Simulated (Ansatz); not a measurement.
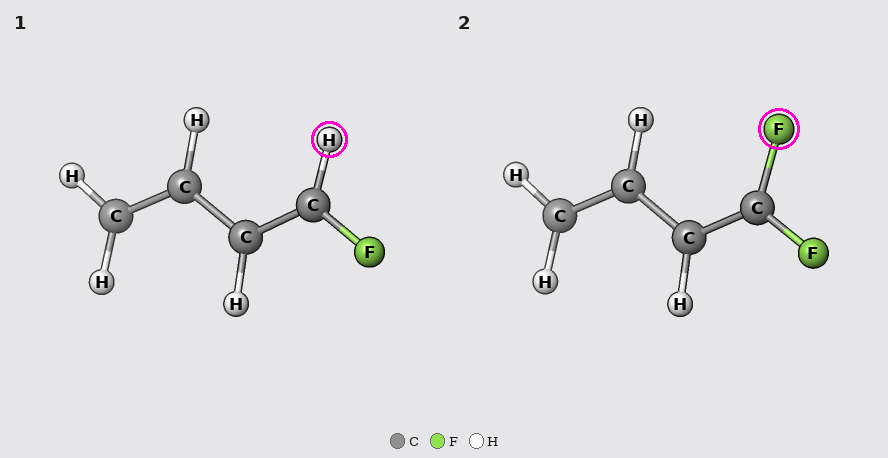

2 molecules with one skeleton, seen from the same side and at one scale; the atom that differs is circled. Charge 0, singlet. Computed geometries: PBE0-D4/def2-TZVP optimisations, one conformation each. Properties computed with Ansatz 0.2.0.

One atom differs, called X below: H in panel 1, F in panel 2. Their formulas are C4H5F (`C=C/C=C/F`), C4H4F2 (`C=CC=C(F)F`).

Question: In which is the length of X–C larger (PBE0-D4/def2-TZVP)?

Answer: In panel 2 (X = F).

Give the values. With PBE0-D4/def2-TZVP: length of X–C (Å), angle F–C–X (°). With revPBE-D4/def2-TZVPP: HOMO energy (Kohn–Sham orbital) (eV), HOMO–LUMO gap (eV).

```csv
quantity,1 (H),2 (F),2 − 1
length of X–C (Å),1.085,1.313,+0.228
angle F–C–X (°),112.5,110.0,−2.5
HOMO energy (Kohn–Sham orbital) (eV),−5.62,−5.58,+0.04
HOMO–LUMO gap (eV),4.01,4.05,+0.04
```
